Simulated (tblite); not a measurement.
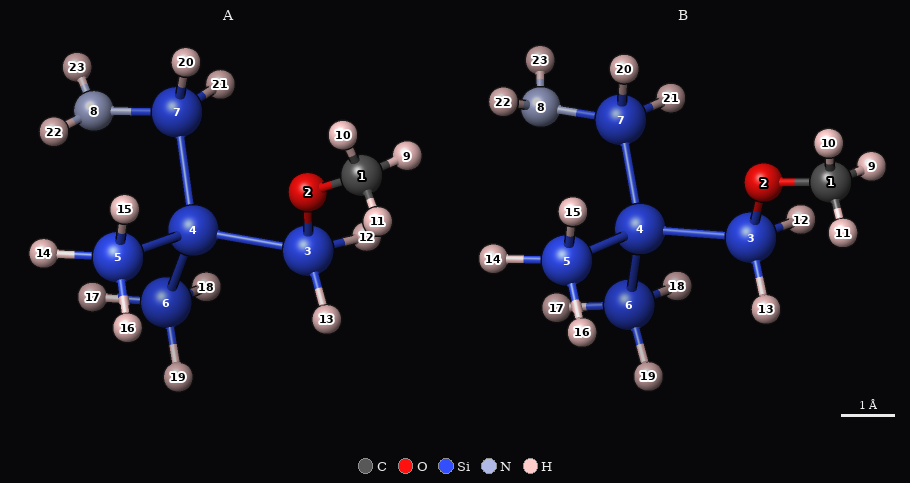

Two geometries of CH₁₅NOSi₅, drawn at one scale. One is the start of a relaxation, the other its converged end. Style: ball-and-stick. Shown at a tilt.

These are results of GFN2-xTB geometry optimisation, gas phase in tblite 0.8.0, not measurements. 

> Which one is relaxed?

Structure A is the relaxed one. The largest move after the best rigid fit is that of H10, 0.62 Å. By element the largest moves are H 0.62 Å, Si 0.37 Å, C 0.30 Å, O 0.29 Å, N 0.19 Å. Near-neighbour distances that change, for instance: Si4–Si7 2.221 → 2.347 Å, Si4–Si5 2.255 → 2.354 Å, Si4–Si6 2.249 → 2.340 Å, Si3–Si4 2.252 → 2.316 Å. Among the angles between lasting bonds that change: O2–Si3–Si4 110.3° → 94.5°, Si4–Si3–H12 109.9° → 121.0°, Si4–Si7–N8 114.1° → 103.4°. Over 105 geometry steps the energy falls by 63.3 kJ/mol.
